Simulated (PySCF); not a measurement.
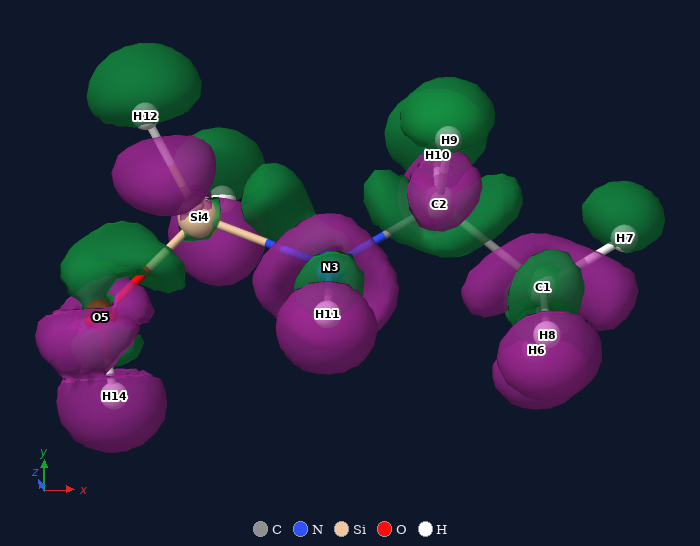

C$_{2}$H$_{9}$NOSi, SMILES `CCN[SiH2]O`. Change of the electron density in a uniform field of 0.41 V/Å, surfaces at ±0.004 e/Å³ (green: gain, purple: loss).

Level of theory: HF/def2-SVP (PySCF), at a geometry from GFN2-xTB. No frequency check shows the geometry to be a minimum. A basis without diffuse functions makes polarisabilities too small.

Along which Cartesian direction does the field point?

Answer. Along −y: electrons gather on the +y side, against the field.

What dipole is induced, and what polarisability does it imply?

Answer. The induced dipole is 0.96 D (along the field); α along this axis, from the fields in both directions, is 47 bohr³ (7.0 Å³).

Which atoms gain and lose the most charge?

Answer. Electrons gather most on H12 (Hirshfeld charge changes by −0.011 e) and leave H14 most (+0.011 e); 0.116 electrons are displaced in all.
